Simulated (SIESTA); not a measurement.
How far to go with shifted k-point meshes: MgS (R3m, 2 atoms in the cell)

```yaml
crystal:
  lattice:
    - [0.00000, 2.84729, 2.84729]
    - [2.84729, 0.00000, 2.84729]
    - [2.84729, 2.84729, 0.00000]
  atoms:
    - { symbol: Mg, position: [0.00507, 0.00507, 0.00507] }
    - { symbol: S, position: [0.75000, 0.75000, 0.75000] }
```

Method: SIESTA with LDA PW92, numerical atomic orbitals DZP, PseudoDojo LDA standard norm-conserving potentials (rewritten from UPF to PSML).

Base settings: XC.functional = LDA; XC.authors = PW92; potentials = PseudoDojo LDA standard; PAO.BasisSize = DZP; PAO.EnergyShift = 0.005 Ry; MeshCutoff = 350 Ry; kgrid.MonkhorstPack = 8 8 8; OccupationFunction = FD; ElectronicTemperature = 10 K; MaxSCFIterations = 150.

Shifted meshes do not hold Γ, so a gap read on them misses any band edge there.

Only quantities that move along the ladder and can be compared are tabulated.

Core times come from one kind of shared machine, to one figure; runs under 30 s give none.

The starting cell comes from a database of computed structures (which also holds hypothetical and non-ambient phases and stackings), without a prior relaxation at this level. Its lattice was rescaled by up to half a per cent. One atom was moved a little off its site on purpose. Values carry the incompleteness of an atom-centred basis.

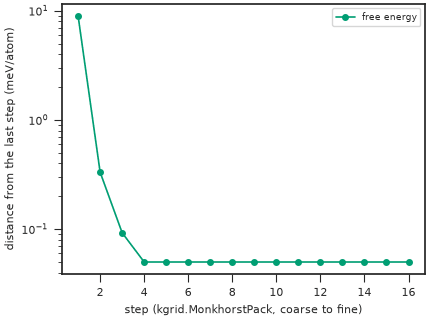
Figure. Distance from the last step along the ladder; very small values are drawn at a floor.

| kgrid.MonkhorstPack | free energy less the last step's (meV/atom) | pressure (GPa) | largest difference of a force vector from the last step's (eV/Å) | gap on the mesh (eV) | core time / last (rough) |
|---|---|---|---|---|---|
| 2 2 2 shifted by 0.5 0.5 0.5 | 8.95 | -0.67 | 0.013 | 4.932 | – |
| 3 3 3 shifted by 0.5 0.5 0.5 | -0.33 | -0.80 | 0.021 | 4.348 | – |
| 4 4 4 shifted by 0.5 0.5 0.5 | -0.09 | -0.80 | 0.002 | 3.960 | – |
| 5 5 5 shifted by 0.5 0.5 0.5 | -0.04 | -0.80 | 0.001 | 3.730 | – |
| 6 6 6 shifted by 0.5 0.5 0.5 | -0.01 | -0.80 | 0.000 | 3.588 | – |
| 7 7 7 shifted by 0.5 0.5 0.5 | 0.00 | -0.80 | 0.000 | 3.464 | – |
| 8 8 8 shifted by 0.5 0.5 0.5 | 0.00 | -0.80 | 0.000 | 3.380 | – |
| 9 9 9 shifted by 0.5 0.5 0.5 | 0.00 | -0.80 | 0.000 | 3.320 | – |
| 10 10 10 shifted by 0.5 0.5 0.5 | 0.00 | -0.80 | 0.000 | 3.277 | – |
| 11 11 11 shifted by 0.5 0.5 0.5 | 0.00 | -0.80 | 0.000 | 3.245 | – |
| 12 12 12 shifted by 0.5 0.5 0.5 | 0.00 | -0.80 | 0.000 | 3.220 | – |
| 13 13 13 shifted by 0.5 0.5 0.5 | 0.00 | -0.80 | 0.000 | 3.200 | – |
| 14 14 14 shifted by 0.5 0.5 0.5 | 0.00 | -0.80 | 0.000 | 3.184 | – |
| 16 16 16 shifted by 0.5 0.5 0.5 | 0.00 | -0.80 | 0.000 | 3.161 | 0.6 |
| 18 18 18 shifted by 0.5 0.5 0.5 | 0.00 | -0.80 | 0.000 | 3.145 | 0.8 |
| 20 20 20 shifted by 0.5 0.5 0.5 | 0.00 | -0.80 | 0.000 | 3.134 | 0.8 |
| 22 22 22 shifted by 0.5 0.5 0.5 | 0.00 | -0.80 | 0.000 | 3.125 | 1 |

Coarsest kgrid.MonkhorstPack that holds the pressure within 0.1 GPa of the last step, with all finer ones: 3 3 3 shifted by 0.5 0.5 0.5; the step before is off by 0.13 GPa.

Coarsest kgrid.MonkhorstPack that holds the forces within 0.005 eV/Å of the last step, with all finer ones: 4 4 4 shifted by 0.5 0.5 0.5; the step before is off by 0.021 eV/Å.
